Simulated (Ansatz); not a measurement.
# La5N: the cost of one run

Method: DFT PBE, scalar-relativistic, plane waves, PAW, in Ansatz 0.2.0.

1 further run of the same task is left out (it didn't finish).

## 1. Starting point

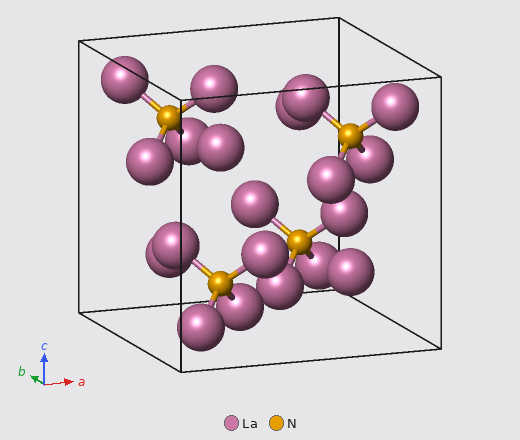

Start, viewed slightly off an axis; lanthanum pink, nitrogen amber. The cell drawn here is the conventional one.

As a file:

```cif
data_structure
_symmetry_space_group_name_H-M 'P 1'
_symmetry_Int_Tables_number 1
_cell_length_a 6.2463
_cell_length_b 6.2463
_cell_length_c 6.2463
_cell_angle_alpha 60.000
_cell_angle_beta 60.000
_cell_angle_gamma 60.000
_cell_volume 172.33
loop_
_atom_site_label
_atom_site_type_symbol
_atom_site_fract_x
_atom_site_fract_y
_atom_site_fract_z
_atom_site_occupancy
La1 La 0.87346 0.87346 0.87346 1
La2 La 0.87346 0.87346 0.37963 1
La3 La 0.87346 0.37963 0.87346 1
La4 La 0.37963 0.87346 0.87346 1
La5 La 0.25000 0.25000 0.25000 1
N1 N 0.75000 0.75000 0.75000 1
```

A structure generator made this guess: random cell by space group and Wyckoff sites (F-43m, No. 216). The dimensions are guesses.

## 2. The guess as it stands, on a coarse mesh

Contents of input.yaml:

```yaml
crystal:
  lattice:
    - [0.0, 4.4168137, 4.4168137]
    - [4.4168137, 0.0, 4.4168137]
    - [4.4168137, 4.4168137, 0.0]
  atoms:
    - { symbol: La, position: [0.87345576, 0.87345576, 0.87345576] }
    - { symbol: La, position: [0.87345576, 0.87345576, 0.37963271] }
    - { symbol: La, position: [0.87345576, 0.37963271, 0.87345576] }
    - { symbol: La, position: [0.37963271, 0.87345576, 0.87345576] }
    - { symbol: La, position: [0.25, 0.25, 0.25] }
    - { symbol: "N", position: [0.75, 0.75, 0.75] }
basis:
  ecutwfc: 420
kpoints:
  mp_grid: { grid: [4, 4, 4] }
hamiltonian:
  xc: pbe
scf:
  occupations: { method: gaussian, width: 0.1 }
  lower_state_search: "off"
output:
  forces: true
  stress: true
  eigenvalues: true
```

Launch:

```
> ansatz run input.yaml --threads 1 --pin off --max-ram 2560MiB --backend cpu --events-out ev --progress --plain --runs-dir out
```

**Question.** How long does this run take on 1 thread of Arm Neoverse V1, shared host, and how much memory does it need?

About 5.5 s, with a peak of 0.37 GiB.
